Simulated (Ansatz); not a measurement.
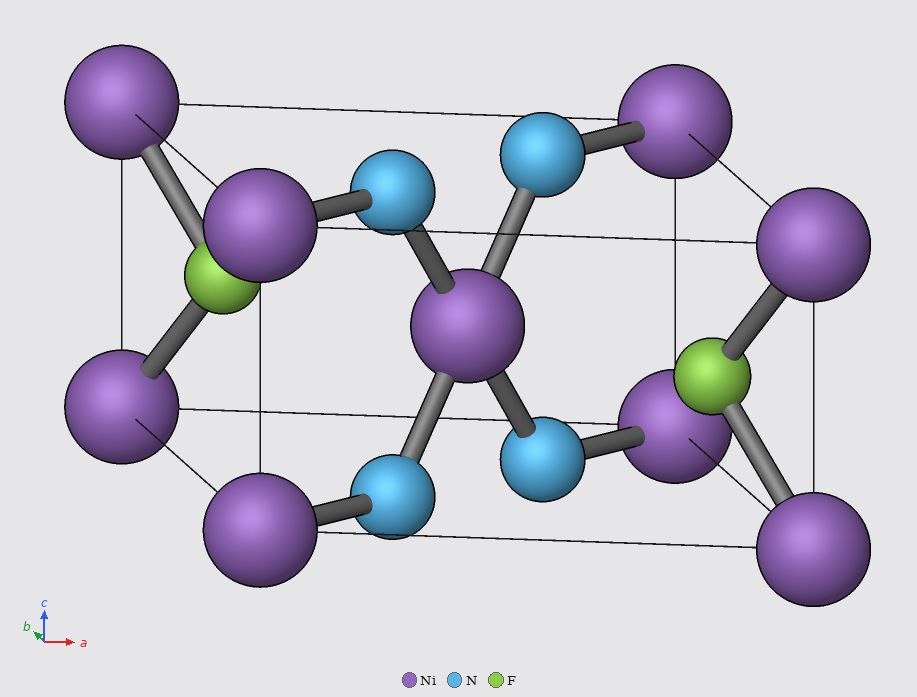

Ball-and-stick representation of a periodic structure, projected slightly off an axis. The parallelepiped is the simulation cell.

```yaml
crystal:
  lattice:
    - [2.90752, -4.40068, 0.00000]
    - [2.90752, 4.40068, 0.00000]
    - [0.00000, 0.00000, 2.94754]
  atoms:
    - { symbol: Ni, position: [0.00000, 0.00000, 0.00000] }
    - { symbol: Ni, position: [0.50000, 0.50000, 0.50000] }
    - { symbol: N, position: [0.68082, 0.68082, 0.00000] }
    - { symbol: N, position: [0.31918, 0.31918, 0.00000] }
    - { symbol: F, position: [0.14641, 0.85359, 0.50000] }
    - { symbol: F, position: [0.85359, 0.14641, 0.50000] }
```

The numbers come from DFT PBE, scalar-relativistic, plane waves, PAW (Ansatz), using 420 eV cutoff, k-points on an 8×8×12 grid, Gaussian smearing of 0.1 eV, collinear spins. The state is ferromagnetic.

What charge does Bader's analysis assign to each element?

Answer. Ni +1.11 to +1.42 e; N -0.65 e; F -0.61 e.

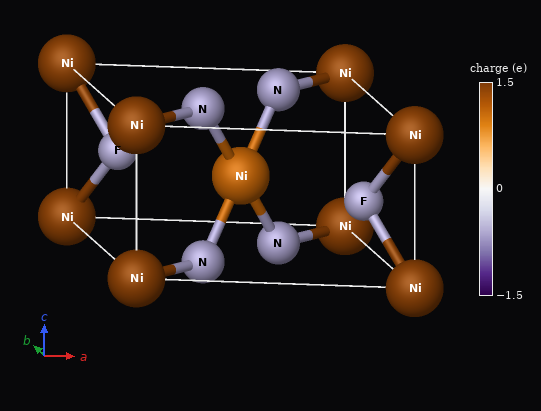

The atoms coloured by those charges.

The structure was taken from a structure type filled with these elements by a generator (whether the compound takes this form wasn't checked). Earlier steps of the study, as a rule a relaxation of our own, may have changed the cell and positions, so they can lie some per cent off the listed ones. It was the input of a calculation with Ansatz.
